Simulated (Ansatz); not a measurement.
**ClHOSi···HCl: density, localisation and related maps**

```yaml
atoms:
  - { symbol: Si, position_ang: [-0.8238, 0.1194, 0.3281] }
  - { symbol: H, position_ang: [1.4462, 0.1798, 1.7150] }
  - { symbol: Cl, position_ang: [2.4502, -0.1425, 0.8939] }
  - { symbol: Cl, position_ang: [-1.0218, 1.6444, -1.1125] }
  - { symbol: O, position_ang: [-1.1084, -1.2110, -0.6345] }
  - { symbol: H, position_ang: [-1.0558, -2.0593, -0.1755] }
```

Not at a stationary point (largest force 1.1 eV/Å).

Method: Ansatz, RKS B3LYP/def2-SVP.

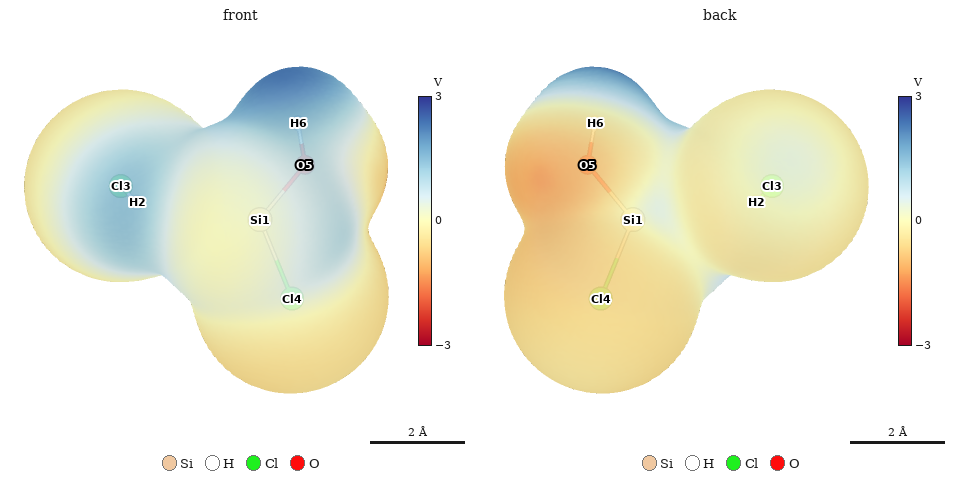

Figure 1. The electrostatic potential painted on the density surface at 0.001 e/bohr³, seen from the front and from behind; red is negative and blue positive.

Which sites attract a positive test charge, and which a negative one?

Answer. A positive charge is drawn to the negative regions and a negative charge to the positive ones. The most negative region (about −1.2 V) lies over O5, the most positive (about +2.3 V) over H6. Cl3 shows a σ-hole: about +0.3 V at the tip opposite its bond, against about −0.2 V on its flanks. O5 is the likeliest acceptor of a hydrogen bond.

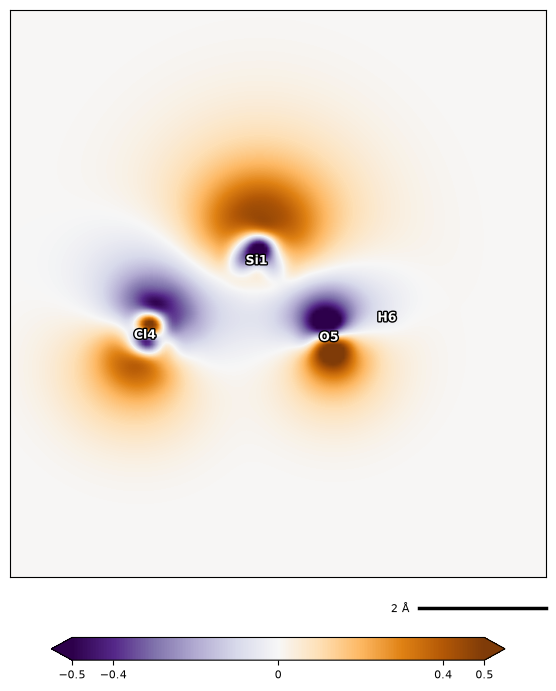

Figure 2. The HOMO on the plane of atoms Cl4, Si1 and O5 (values in Å⁻³ᐟ²; the overall sign is arbitrary).

Describe this orbital and give its energy.

Answer. It lies mainly on Si1 (about 55 %), Cl4 (about 20 %), O5 (about 15 %) and Cl3 (about 5 %). Its energy is −7.03 eV.

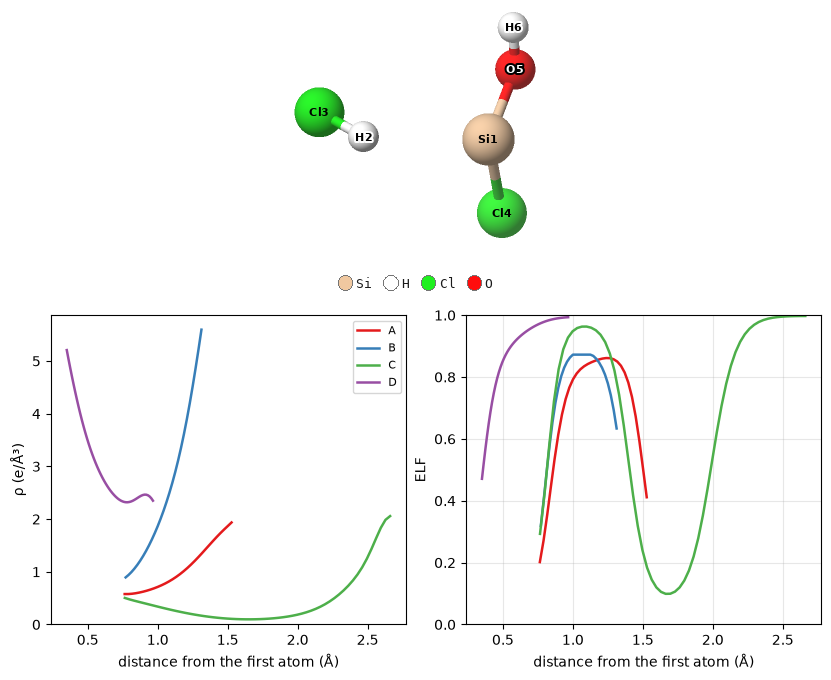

Figure 3. Electron density and electron localisation function along straight lines between neighbouring atoms. The curves leave out the atomic cores. The structure is drawn too.

Which curve belongs to which contact (O–H, Si–Cl, Si–H and Si–O)? The first atom named is at distance zero.

Answer. Curve A: Si–Cl (2.11 Å): ρ at the midpoint is about 0.78 e/Å³; the ELF peaks at about 0.85 between the atoms; a polar covalent bond. Curve B: Si–O (1.67 Å): ρ at the midpoint is about 1.1 e/Å³; the ELF peaks at about 0.85 between the atoms (a polar covalent bond). Curve C: Si1···H2 (2.66 Å): the density falls to about 0.1 e/Å³ on the way; the ELF dips to about 0.10 between them. Curve D: O–H (0.97 Å): ρ is about 3.6 e/Å³ halfway; the ELF climbs to about 1 towards the hydrogen, as it does in any bond to H (a covalent bond by its length).
